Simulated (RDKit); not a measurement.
# SiH2S2F2: geometry relaxation

The run: geometry relaxation of SiH2S2F2, SMILES F[Si](F)(S)S. Method and program: UFF (RDKit 2026.09.1).

The geometry comes from this level: GFN2-xTB.

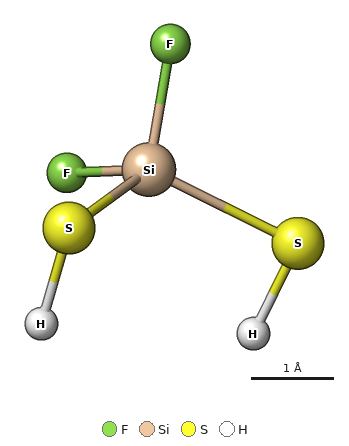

Figure 1. The structure as given in the input (ball-and-stick view, seen at a tilt).

### Input (run.py)
```python
# UFF minimise with RDKit
import json
import numpy as np
from rdkit import Chem
from rdkit.Chem import AllChem

m = Chem.MolFromMolFile("mol.sdf", removeHs=False)
symbols = [a.GetSymbol() for a in m.GetAtoms()]
start = m.GetConformer().GetPositions().copy()

ff = AllChem.UFFGetMoleculeForceField(m)
e0 = ff.CalcEnergy()
print(f"start   E = {e0:.5f} kcal/mol")
path, flag, n = [], 1, 0
while flag and n < 2000:
    flag = ff.Minimize(maxIts=50, forceTol=0.0001)
    n += 50
    path.append((n, ff.CalcEnergy(), m.GetConformer().GetPositions().tolist()))
    print(f"{n:5d}   E = {path[-1][1]:.5f} kcal/mol")
print("converged" if flag == 0 else "iteration limit reached")
final = m.GetConformer().GetPositions()
for a, p in zip(symbols, final):
    print(f"{a:<2} {p[0]:11.5f} {p[1]:11.5f} {p[2]:11.5f}")
print(f"energy gained {e0 - path[-1][1]:.4f} kcal/mol")
json.dump(dict(symbols=symbols, start=start.tolist(), start_energy=e0, energy=path[-1][1], final=final.tolist(), path=path, success=flag == 0), open("results.json", "w"))
```

### File mol.sdf
```

     RDKit          3D

  7  6  0  0  0  0  0  0  0  0999 V2000
    1.0210   -1.5684    1.0517 F   0  0  0  0  0  0  0  0  0  0  0  0
    0.2104   -0.4959    0.2140 Si  0  0  0  0  0  4  0  0  0  0  0  0
   -0.7400   -1.3875   -0.7116 F   0  0  0  0  0  0  0  0  0  0  0  0
   -0.9907    0.6235    1.5678 S   0  0  0  0  0  0  0  0  0  0  0  0
    1.6056    0.5519   -1.0028 S   0  0  0  0  0  0  0  0  0  0  0  0
   -1.8040    1.1184    0.6420 H   0  0  0  0  0  0  0  0  0  0  0  0
    0.6977    1.1580   -1.7610 H   0  0  0  0  0  0  0  0  0  0  0  0
  2  1  1  0
  3  2  1  0
  4  2  1  0
  5  2  1  0
  6  4  1  0
  7  5  1  0
M  END
$$$$
```

Run on 1 thread of Arm Neoverse V1, 24 GiB of memory available, shared host.

Run as:
```bash
python run.py
```

### What the program printed
```
start   E = 10.77732 kcal/mol
   50   E = -0.38837 kcal/mol
converged
F      1.15916    -1.65477     1.17215
Si     0.22320    -0.61599     0.22976
F     -0.79277    -1.52188    -0.76550
S     -0.95995     0.63841     1.50815
S      1.50860     0.60452    -0.98091
H     -1.55211     1.28835     0.40938
H      0.41387     1.26137    -1.57293
energy gained 11.1657 kcal/mol
```

### Results in brief

| quantity | value |
| --- | --- |
| outcome | converged |
| total energy | −0.000619 hartree |
| peak memory | 0.073 GiB |
